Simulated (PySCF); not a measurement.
# C$_{3}$H$_{6}$, SMILES `C=CC`: electronic structure

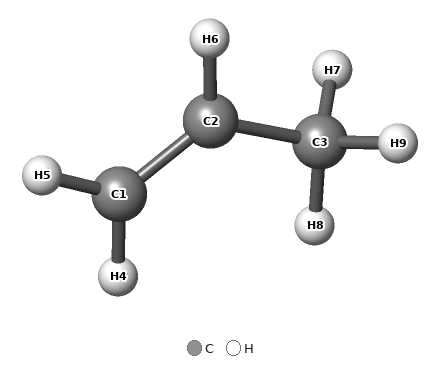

The molecule, with its atoms numbered as below. No frequency check shows the geometry to be a minimum.

Coordinates in Å:

```
C1      -1.2674   -0.2176    0.0001
C2      -0.1330    0.4559   -0.0002
C3       1.2228   -0.1666   -0.0003
H4      -1.2853   -1.2954   -0.0001
H5      -2.2252    0.2741    0.0007
H6      -0.1436    1.5387   -0.0004
H7       1.7837    0.1543   -0.8766
H8       1.1546   -1.2518   -0.0025
H9       1.7815    0.1504    0.8815
```

Part 1: Bonding charge

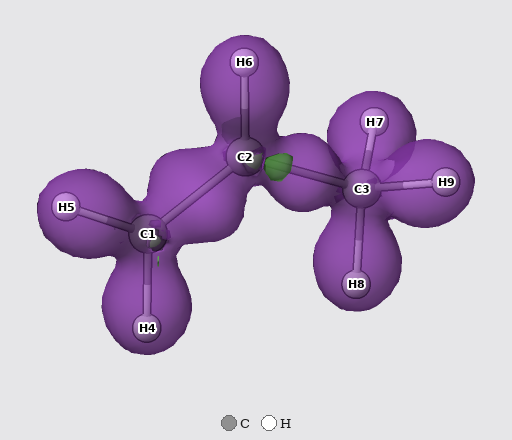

Deformation density (molecule less spherical, spin-averaged free atoms at the same positions), surfaces at ±0.15 e/Å³; purple: gain, green: loss.

Level of theory: PBE0/6-31+G* (PySCF), at a geometry from GFN2-xTB.

> How much density has each bond gained at its critical point, relative to the free atoms?

C1–C2: +0.73 e/Å³ at the bond critical point (bond length 1.32 Å). C2–H6: +0.69 e/Å³ at the bond critical point (bond length 1.08 Å). C1–H5: +0.68 e/Å³ at the bond critical point (bond length 1.08 Å). C1–H4: +0.67 e/Å³ at the bond critical point (bond length 1.08 Å). C3–H8: +0.64 e/Å³ at the bond critical point (bond length 1.09 Å). C3–H7 and C3–H9: +0.63 e/Å³ at the bond critical point (bond length 1.09 Å). C2–C3: +0.49 e/Å³ at the bond critical point (bond length 1.49 Å). In all, 1.8 electrons gather in the regions of gain relative to the promolecule.

> Where do the Hirshfeld charges lie?

The highest Hirshfeld charge is on H6 (+0.05 e), the lowest on C1 (−0.11 e).

| atom | charge (e) |
| --- | --- |
| C1 | −0.11 |
| C2 | −0.05 |
| C3 | −0.10 |
| H4 | +0.04 |
| H5 | +0.04 |
| H6 | +0.05 |
| H7 | +0.04 |
| H8 | +0.04 |
| H9 | +0.04 |

Part 2: Bond critical points

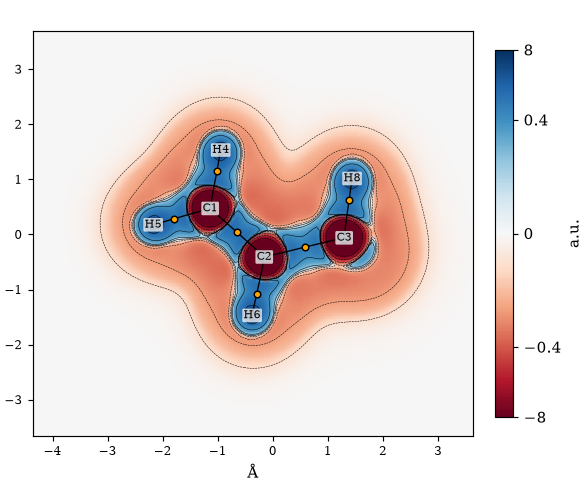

Negative Laplacian of the density (−∇²ρ) in the plane of C1, C2, C3, H4, H5, H6 and H8 (blue positive, red negative, colour scale in a.u., logarithmic beyond ±0.04), with bond paths and bond critical points (dots).

> Sort the bonds in the plane by the sign of ∇²ρ at their critical points.

Concentrated (∇²ρ < 0): C1–C2 (−1.07 a.u.); C1–H5 (−0.99 a.u.); C2–H6 (−0.98 a.u.); C1–H4 (−0.98 a.u.); C3–H8 (−0.92 a.u.); C2–C3 (−0.63 a.u.). At none is it depleted.

> Where along C2–H6 does the critical point lie?

0.69 Å from C2 and 0.39 Å from H6.

Part 3: Local ionisation energy

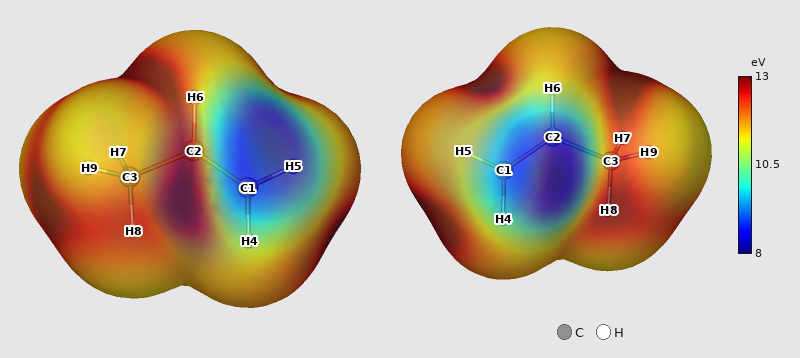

Average local ionisation energy on the surface of electron density 0.001 a.u. (back view left, front view right).

> Where are the most loosely bound electrons on this surface?

The lowest value is 8.2 eV, off the C1–C2 bond (2.2 to 2.3 Å from its atoms), and at like points elsewhere. Further minima include 11.1 eV, 1.3 Å from H9, and at like points elsewhere. For comparison, the highest occupied orbital lies at −7.3 eV.

Part 4: Localised orbitals

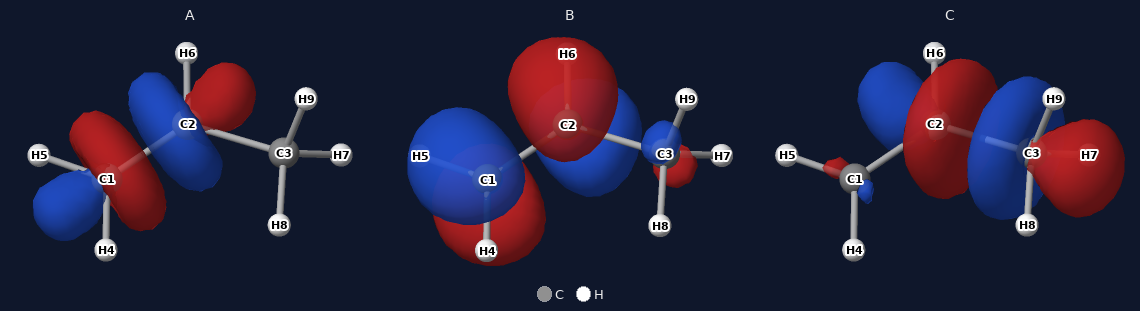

Intrinsic bond orbitals (IBO), occupied and valence-virtual; each surface holds about 85 % of the orbital's density. Energies are diagonal elements of the Fock matrix.

Computed with PySCF, TPSS/6-31G*, geometry: GFN2-xTB.

> Name the orbitals, with their atomic make-up and energies.

By panel:
- A: σ* orbital C1–C2 (C1 50 %, C2 50 %; 16.8 eV)
- B: π* orbital C2–C1 (C2 51 %, C1 47 %; 1.2 eV)
- C: σ* orbital C2–C3 (C2 50 %, C3 50 %; 10.5 eV)

> Which has the smallest and which the largest spatial spread?

Smallest: A (0.95 Å); largest: B (1.21 Å).

> How do all the valence pairs divide up?

9 pairs: 8 σ bonds and 1 two-centre π bond.
